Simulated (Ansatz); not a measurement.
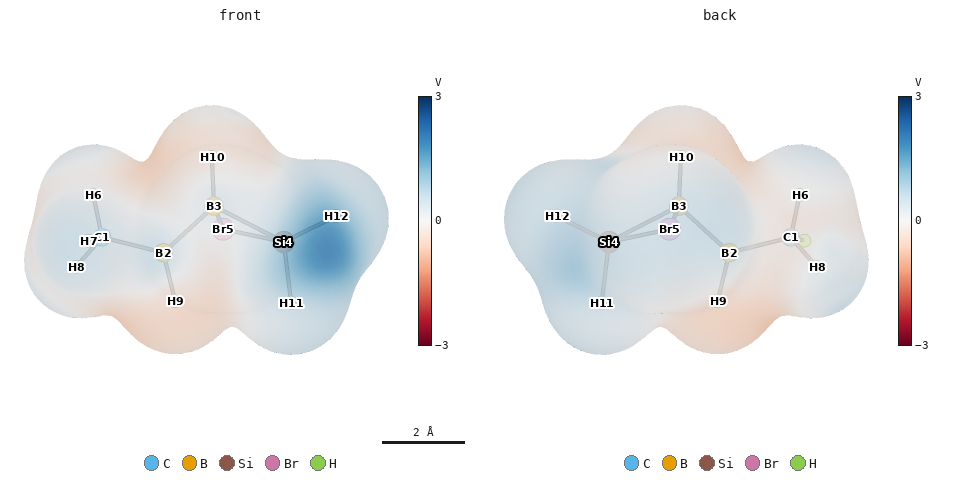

The picture shows: CH$_{7}$B$_{2}$BrSi. The molecular electrostatic potential painted on the density surface at 0.002 e/bohr³, seen from the front and from behind; the colour scale runs from red (negative) to blue (positive).

Level of theory: RKS LDA/def2-SVP (Ansatz).

| atom | x (Å) | y (Å) | z (Å) |
| --- | --- | --- | --- |
| C | -0.9745 | -0.3325 | 1.4235 |
| B | 0.4489 | 0.2104 | 1.1170 |
| B | 1.1902 | 0.0885 | -0.3967 |
| Si | 3.1084 | 0.4403 | -0.2148 |
| Br | 2.2809 | -1.6133 | 0.6116 |
| H | -1.3841 | -1.0553 | 0.6874 |
| H | -1.6036 | 0.5923 | 1.3324 |
| H | -1.1389 | -0.6938 | 2.4603 |
| H | 1.0610 | 0.7591 | 2.0356 |
| H | 0.7417 | -0.3061 | -1.4590 |
| H | 3.7015 | 1.1178 | 0.9921 |
| H | 4.2167 | 0.0359 | -1.1550 |

Q: Where is the surface potential most negative and most positive?

A: The most negative region (about −0.6 V) lies over H9, the most positive (about +2.0 V) over Si4.
